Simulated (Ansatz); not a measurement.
**UMP2/STO-3G run of [O2]− (superoxide)**

What is the energy change on altering one bond length of [O2]− (superoxide) at UMP2/STO-3G? 

The calculation is run with Ansatz 0.2.0.

17 further runs of the same task are left out: 13 that didn't finish, 4 set aside as unsound or not needed.

### 1 The structure to begin with

The species is [O2]− (2 atoms), meant as a doublet with charge -1. SMILES: `[O][O-]`. The coordinates come from a GFN2-xTB relaxation.

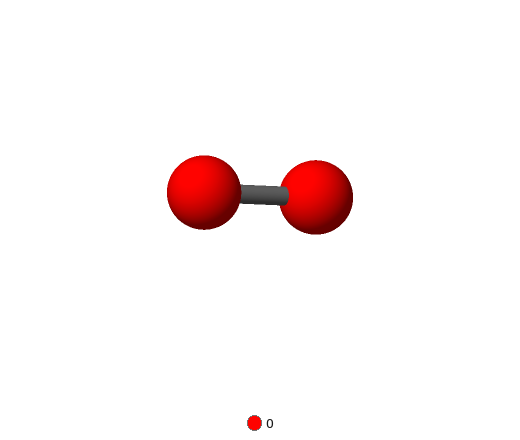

The structure, seen from a chosen angle (oxygen red).

### 2 The energy at UMP2/STO-3G

Contents of input.yaml:

```yaml
crystal:
  periodic: [false, false, false]
  atoms:
    - symbol: O
      position_ang: [0.000000, 0.000000, 0.000000]
    - symbol: O
      position_ang: [0.000000, 0.000000, 1.341480]
basis:
  gaussian:
    orbitals: STO-3G
total_charge: -1
magnetization:
  spin_polarized: true
  initial_magnetization: 1
correlation:
  method: mp2
  frozen_orbitals: {O: 1}
accuracy: high
```

On the command line:

```sh
$ ansatz run input.yaml --threads 1 --pin off --max-ram 2610MiB --events-out events.jsonl --progress --plain --runs-dir runs
```

The program printed:

```text
Warning: RAYON_NUM_THREADS=1 ignored (pool sized by the plan → 1); use --threads N
Functional definition: HF
  name "HF"
  exchange = exact_x
  correlation = 0
149 factors; integrals over basis functions are off by at most 4.1e-8 eV
mean field evaluation 1: about -4010.2800 eV, gradient 4.2e0 eV
mean field evaluation 2: about -4010.3798 eV, gradient 4.3e0 eV
mean field evaluation 4: about -4010.4749 eV, gradient 1.4e-1 eV
mean field evaluation 8: about -4010.4749 eV, gradient 9.6e-6 eV
mean field evaluation 16: about -4010.4749 eV, gradient 1.7e-7 eV
mean field evaluation 32: about -4010.4752 eV, gradient 1.6e-8 eV
mean field -4010.47523935 eV, -147.3822466484 hartree, gradient 1.5e-8 eV, S^2 0.750990; 6 other end points of the search recorded, 0 dependent functions left out
2 core orbitals not correlated: weight in the atoms' cores, before any rotation towards them, 1.000 or more for the frozen orbitals, at most 0.000 for the correlated occupied ones
reference -4010.47523935 eV, -147.3822466484 hartree; 7, 6 occupied and 1, 2 virtual orbitals, 149 factors
second order -1.69783483 eV of doubles, -0.00000000 eV of singles
Total energy: -4012.17307418 eV, -147.4446409276 hartree
```

Run time: 0.08 s. Hardware: 1 thread of Arm Neoverse V1, shared host.

### 3 The distorted shape, same level

Contents of in.yaml:

```yaml
crystal:
  periodic: [false, false, false]
  atoms:
    - {symbol: O, position_ang: [0.000000, 0.000000, -0.335320]}
    - {symbol: O, position_ang: [0.000000, 0.000000, 1.341480]}
basis:
  gaussian:
    orbitals: STO-3G
total_charge: -1
magnetization:
  spin_polarized: true
  initial_magnetization: 1
correlation:
  method: mp2
  frozen_orbitals: {O: 1}
accuracy: high
```

On the command line:

```sh
$ ansatz run in.yaml --threads 1 --pin off --max-ram 2610MiB --events-out events.jsonl --progress --plain --runs-dir runs
```

The program printed (excerpt; [...] marks lines left out):

```text
Warning: RAYON_NUM_THREADS=1 ignored (pool sized by the plan → 1); use --threads N
[... 2 set-up lines as earlier in the session ...]
[...]
149 factors; integrals over basis functions are off by at most 4.4e-8 eV
[...]
mean field -4008.98487312 eV, -147.3274766996 hartree, gradient 1.9e-8 eV, S^2 0.981369; 18 other end points of the search recorded, 0 dependent functions left out
2 core orbitals not correlated: weight in the atoms' cores, before any rotation towards them, 1.000 or more for the frozen orbitals, at most 0.000 for the correlated occupied ones
reference -4008.98487312 eV, -147.3274766996 hartree; 7, 6 occupied and 1, 2 virtual orbitals, 149 factors
second order -0.65324854 eV of doubles, -0.00000000 eV of singles
Total energy: -4009.63812166 eV, -147.3514831408 hartree
```

It took 0.2 s on 1 thread of Arm Neoverse V1, shared host.

### 4 Results

At UMP2/STO-3G, 2 core orbitals frozen:

| quantity | value |
| --- | --- |
| first shape: total energy | -147.44464 Eh |
| first shape: correlation energy (2 core orbitals frozen) | -62.4 mEh |
| first shape: ⟨S²⟩ of the reference determinant | 0.751 |
| distorted shape: total energy | -147.35148 Eh |
| distorted shape: correlation energy (2 core orbitals frozen) | -24.0 mEh |
| distorted shape: ⟨S²⟩ of the reference determinant | 0.981 |
| energy change with the O1–O2 bond stretched from 1.341 to 1.677 Å | 2.535 eV |

With the O1–O2 bond stretched from 1.341 to 1.677 Å the energy rises by 2.53 eV (58 kcal/mol). The first shape isn't relaxed at this level, so the change isn't measured from a minimum. The minimal basis adds a large error of its own. ⟨S²⟩ (distorted shape) is 0.98 where a pure doublet has 0.75: the reference is spin-contaminated.
